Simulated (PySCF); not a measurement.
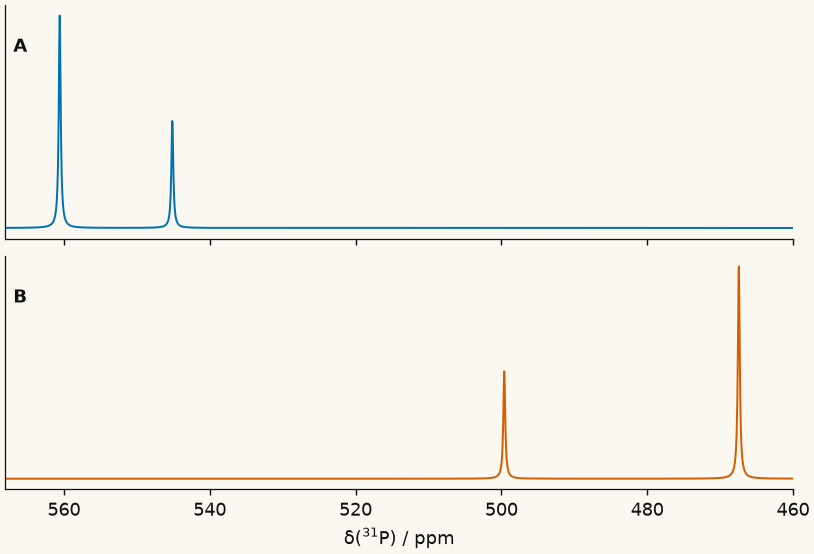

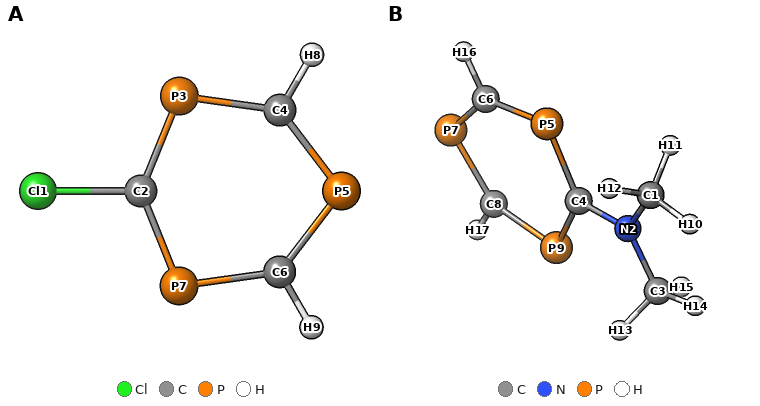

Related molecules: A is C₃H₂ClP₃, SMILES Clc1pcpcp1; B is C₅H₈NP₃, SMILES CN(C)c1pcpcp1. GIAO ³¹P shifts against PH₃ (³¹P: the usual scale starts at 85 % H₃PO₄ instead), PBE0/pcSseg-1, PySCF 2.14.0, at a GFN2-xTB geometry (no frequency check); fully decoupled, line heights follow the number of nuclei within a panel, widths are arbitrary (no quadrupolar broadening); values of one conformer, averaged over methyl-type rotors and exact or near symmetry; other conformers aren't averaged in.

**Assign the ³¹P signals of each molecule.**

A: 560.6 (P3, P7); 545.1 (P5)
B: 499.6 (P7); 467.4 (P5, P9)

Caveats, for all or some of the runs: the tight-binding geometry is rougher than a DFT one and adds to the error.
